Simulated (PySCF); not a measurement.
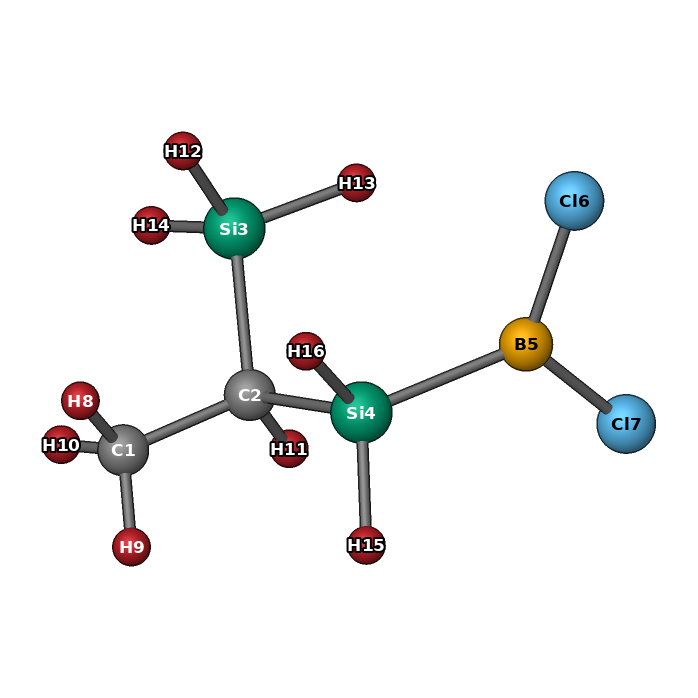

The questions are on isotropic NMR shieldings of the C atoms. Computed geometry: GFN2-xTB optimisation. No frequency run is at hand to confirm it as a minimum. Properties computed with GIAO PBE0/pcSseg-1 NMR shielding, non-relativistic, gas phase (PySCF 2.14.0).

Give the isotropic NMR shieldings of the C atoms atom by atom.

| atom | σ (ppm) |
| --- | --- |
| C1 | 169.1 |
| C2 | 188.4 |

The geometry is semi-empirical. Around B, Si such bond lengths and angles can be off by a tenth of an ångström or more and by several degrees, and values that hang on the shape move with them.
